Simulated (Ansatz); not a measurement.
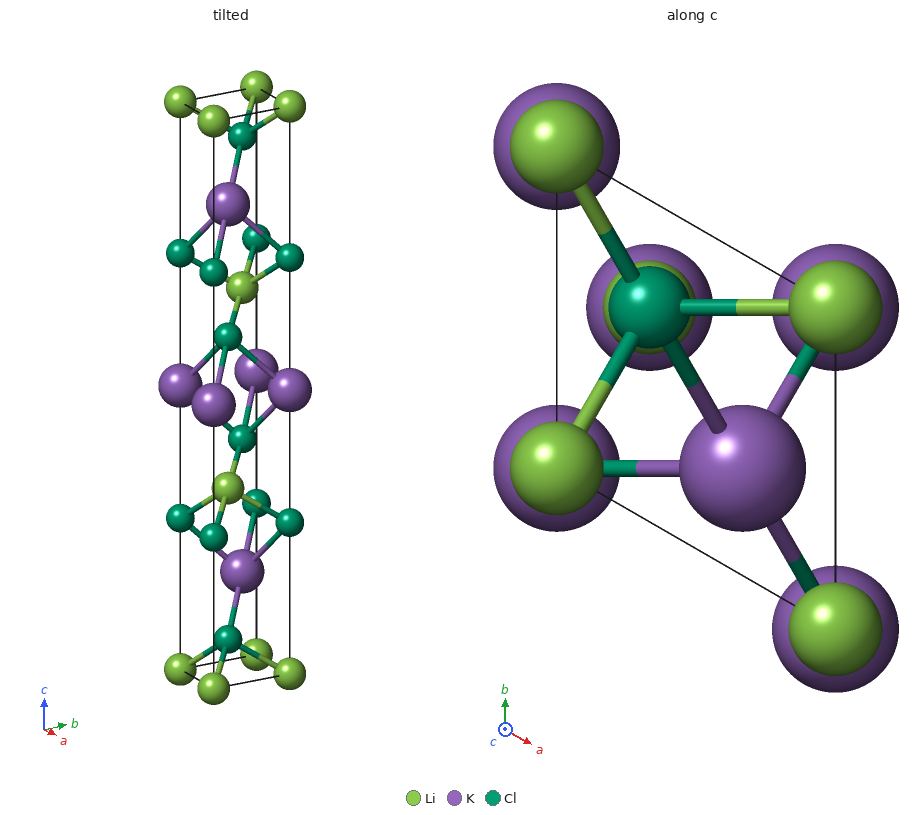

View slightly off an axis and along the c axis, drawn as a ball-and-stick model. The wireframe shows the conventional unit cell.

KLiCl₂, α-NaFeO₂ type, space group R-3m (No. 166), a = 3.790 Å, b = 3.790 Å, c = 19.491 Å, α = 90.00°, β = 90.00°, γ = 120.00°. Provenance: a structure type filled with these elements by a generator (whether the compound takes this form wasn't checked). The cell was then strained or its atoms displaced on purpose. A calculation with Ansatz used it as input.

This one geometry was computed with Ansatz (DFT, plane waves, PAW) at three levels of theory: HSE06, PBE and r2SCAN. It was relaxed with r2SCAN and then strained.

How does the band gap change with the level of theory?

Answer. PBE: a gap of 5.81 eV, direct; r2SCAN: a gap of 6.49 eV, direct; HSE06: a gap of 7.18 eV, direct.

Collect the results in a table.

Answer.
| level | cutoff (eV) | k-mesh of the run's cell | gap (eV) | pressure (GPa) |
| --- | --- | --- | --- | --- |
| HSE06 | 420 | 6×6×6 | 7.18 | 5.3 |
| PBE | 420 | 8×8×8 | 5.81 | 5.8 |
| r2SCAN | 500 | 8×8×8 | 6.49 | 5.1 |

Gaps are taken on the k-mesh or band path of each run.
